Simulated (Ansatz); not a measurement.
# CH₁₁NSi₃ (SMILES N[SiH2]C[SiH2][SiH3]): what the fields show

Input

```
crystal:
  periodic: [false, false, false]
  atoms:
    - { symbol: "N", position_ang: [-0.5025, 1.8917, 2.2724] }
    - { symbol: Si, position_ang: [-0.7953, 0.7284, 1.0889] }
    - { symbol: C, position_ang: [0.6942, -0.2813, 0.8662] }
    - { symbol: Si, position_ang: [0.465, -1.5582, -0.4083] }
    - { symbol: Si, position_ang: [0.3403, -0.6809, -2.5562] }
    - { symbol: H, position_ang: [-1.4279, 2.4424, 2.4221] }
    - { symbol: H, position_ang: [0.1244, 2.6398, 1.9149] }
    - { symbol: H, position_ang: [-1.0931, 1.4869, -0.1487] }
    - { symbol: H, position_ang: [-1.9521, -0.04, 1.5812] }
    - { symbol: H, position_ang: [0.9932, -0.7663, 1.8495] }
    - { symbol: H, position_ang: [1.5732, 0.3371, 0.6149] }
    - { symbol: H, position_ang: [1.5115, -2.5603, -0.3397] }
    - { symbol: H, position_ang: [-0.9116, -2.2911, -0.1307] }
    - { symbol: H, position_ang: [1.61745, 0.07474, -2.87284] }
    - { symbol: H, position_ang: [0.21122, -1.82093, -3.48577] }
    - { symbol: H, position_ang: [-0.7864, 0.19018, -2.70413] }
basis:
  gaussian: { orbitals: "6-31G" }
hamiltonian:
  xc: pbe0
  dispersion: d4
relax:
  f_tol: 0.015
  max_steps: 40
output:
  orbitals: {}
```

Launched as:

```sh
ansatz run input.yaml --threads 1 --pin off --max-ram 2048MiB --backend cpu --events-out ev --progress --plain --runs-dir out
```

The fields are those of the relaxed geometry.

These are results of Ansatz 0.2.0, RKS PBE0-D4/6-31G, not measurements.

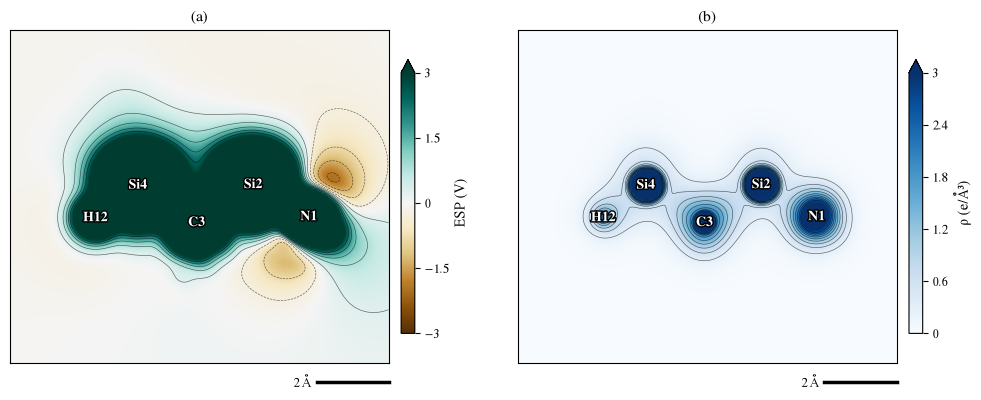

Figure 1. (a) electrostatic potential; (b) electron density on the plane of atoms Si2, C3 and Si4.

> What does the map show?

The section cuts through N, Si, C and H sites. Si–N (1.76 Å): ρ at the midpoint is about 0.88 e/Å³. C–Si (1.91 Å): ρ at the midpoint is about 0.8 e/Å³. Si–H (1.51 Å): ρ is about 0.66 e/Å³ halfway. Outside the dense part of the molecule the potential is most negative (−2.0 V) near N1.

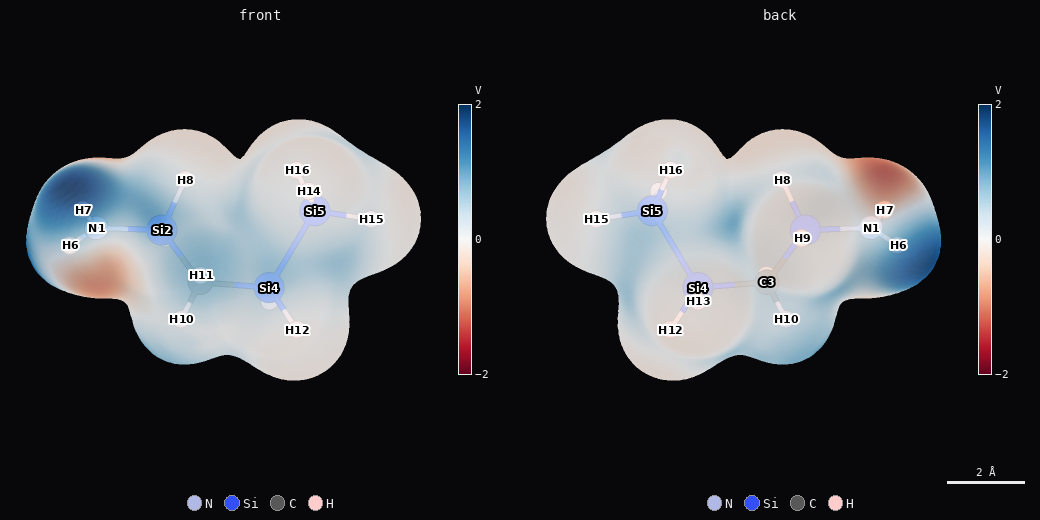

Figure 2. The molecular electrostatic potential painted on the density surface at 0.002 e/bohr³, seen from the front and from behind; red is negative and blue positive.

> Describe the electrostatic potential map.

The most negative region (about −1.1 V) lies over N1, the most positive (about +1.8 V) over H6 and H7. N1 is the likeliest acceptor of a hydrogen bond.

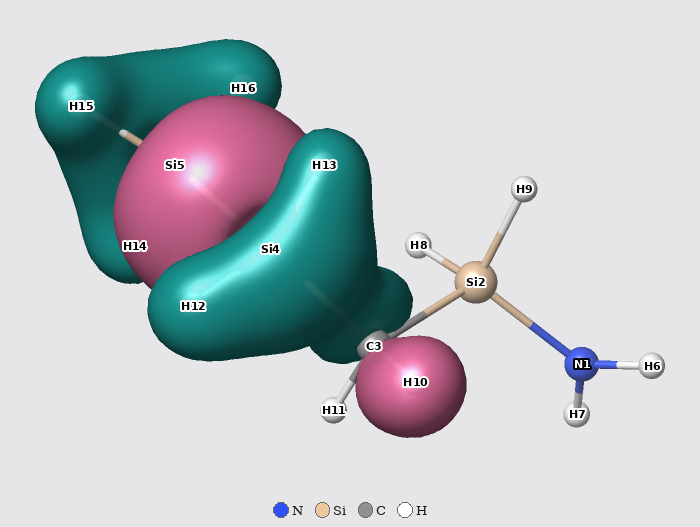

Figure 3. The HOMO−1 at ±0.1 Å⁻³ᐟ² (teal and pink are the two phases), seen at an oblique angle.

> What is the character of this orbital?

Its weight (Hirshfeld) is mainly on Si5 (about 35 %), Si4 (about 30 %) and C3 (about 5 %). Its energy is −8.08 eV.
